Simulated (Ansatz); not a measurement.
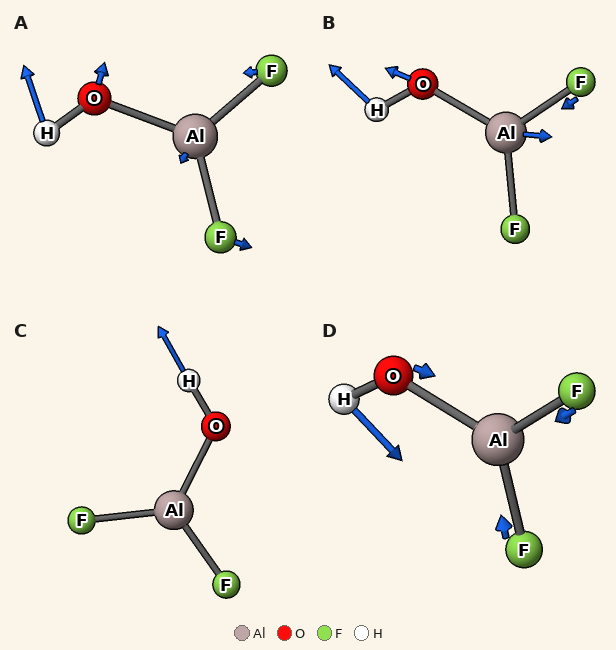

4 normal modes of one molecule or complex, as arrows. Harmonic vibrations computed with RKS PBE0-D4/def2-TZVP (Ansatz 0.2.0) at a stationary point of the same level.

Match the panels to the wavenumbers 230 cm⁻¹, 704 cm⁻¹, 973 cm⁻¹, 3968 cm⁻¹.

Answer. A: 230 cm⁻¹, F–Al–O bending
B: 973 cm⁻¹
C: 3968 cm⁻¹, O–H stretching
D: 704 cm⁻¹
